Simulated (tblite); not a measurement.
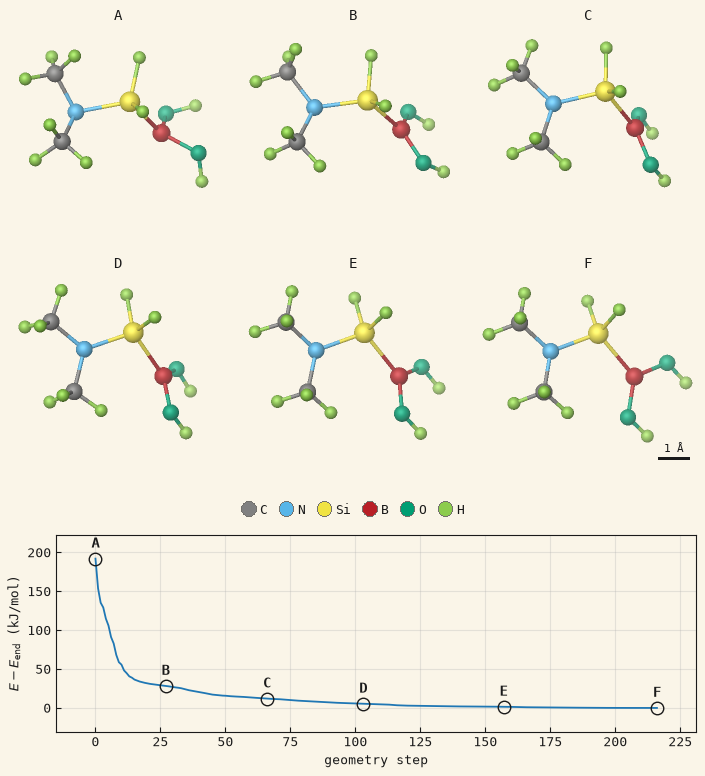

Frames of a relaxation of C2H10BNO2Si, marked on the history of the run. The picture is a ball-and-stick view, seen at a tilt.

Theory: GFN2-xTB geometry optimisation, gas phase in tblite 0.8.0. 

### Describe the path.

Over 216 geometry steps the energy falls by 192.1 kJ/mol. An H atom moves most after the best rigid fit: 1.77 Å. By element the largest moves are H 1.77 Å, O 1.43 Å, Si 0.64 Å, C 0.46 Å, N 0.43 Å, B 0.28 Å. Near-neighbour distances that change, for instance: B–O 1.474 → 1.355 Å, N–Si 1.795 → 1.727 Å, H–O 1.001 → 0.962 Å, C–H 1.129 → 1.098 Å. Bond angles that change, for instance: C–N–Si 106.4° → 120.0°, C–N–Si 111.5° → 123.5°, B–O–H 107.0° → 118.0°. From step 0 to 27: an H atom moves most (0.67 Å), energy −163.7 kJ/mol. From step 27 to 66: an H atom moves most (0.83 Å), energy −16.3 kJ/mol. From step 66 to 103: H atoms move most (0.81 Å), energy −6.67 kJ/mol. From step 103 to 157: an H atom moves most (0.55 Å), energy −3.87 kJ/mol. From step 157 to 216: O and H atoms move most (0.57 Å), energy −1.52 kJ/mol.

```json
{"step": "0", "E − E(0), kJ/mol": "0.00"}
{"step": "1", "E − E(0), kJ/mol": "-38.37"}
{"step": "2", "E − E(0), kJ/mol": "-56.73"}
{"step": "3", "E − E(0), kJ/mol": "-62.87"}
{"step": "4", "E − E(0), kJ/mol": "-77.20"}
{"step": "5", "E − E(0), kJ/mol": "-86.08"}
{"step": "6", "E − E(0), kJ/mol": "-100.94"}
{"step": "7", "E − E(0), kJ/mol": "-109.14"}
{"step": "8", "E − E(0), kJ/mol": "-123.84"}
{"step": "9", "E − E(0), kJ/mol": "-133.20"}
{"step": "10", "E − E(0), kJ/mol": "-136.33"}
{"step": "21", "E − E(0), kJ/mol": "-161.11"}
{"step": "32", "E − E(0), kJ/mol": "-166.16"}
{"step": "43", "E − E(0), kJ/mol": "-173.63"}
{"step": "53", "E − E(0), kJ/mol": "-177.23"}
{"step": "64", "E − E(0), kJ/mol": "-179.53"}
{"step": "75", "E − E(0), kJ/mol": "-182.03"}
{"step": "86", "E − E(0), kJ/mol": "-184.20"}
{"step": "97", "E − E(0), kJ/mol": "-185.95"}
{"step": "108", "E − E(0), kJ/mol": "-187.20"}
{"step": "118", "E − E(0), kJ/mol": "-188.89"}
{"step": "129", "E − E(0), kJ/mol": "-189.54"}
{"step": "140", "E − E(0), kJ/mol": "-190.12"}
{"step": "151", "E − E(0), kJ/mol": "-190.32"}
{"step": "162", "E − E(0), kJ/mol": "-190.88"}
{"step": "173", "E − E(0), kJ/mol": "-191.45"}
{"step": "183", "E − E(0), kJ/mol": "-191.70"}
{"step": "194", "E − E(0), kJ/mol": "-191.93"}
{"step": "205", "E − E(0), kJ/mol": "-192.05"}
{"step": "216", "E − E(0), kJ/mol": "-192.07"}
```
